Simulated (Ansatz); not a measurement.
Consider InAgTe$_{2}$ in the chalcopyrite structure (space group I-42d, No. 122; a = 6.354 Å, c = 12.637 Å).

The change: a hydrostatic pressure of 2.1 GPa.

The values are results of LDA (Ansatz, a quantum-chemistry and plane-wave program; PAW; 420 eV plane waves; no SOC), not measurements.

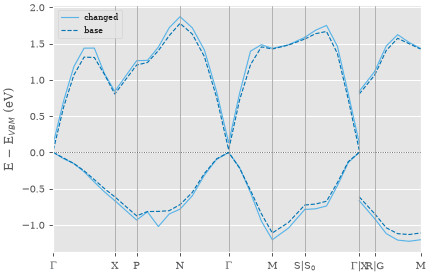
Figure: Highest valence and lowest conduction band along the path, each from its own valence-band maximum

The gap is 0.13 eV, direct at Γ; the base has zero.

With Te present, leaving out spin-orbit coupling can change the band edges. Load acts through the strain it causes; cell and atoms are relaxed under it. Stability against distortions was not tested. The final runs are not spin-polarised. Gaps under 0.05 eV, about the width of the smearing, are given as zero. A zero or small gap of InAgTe2 can be the functional's error rather than a property of the material.
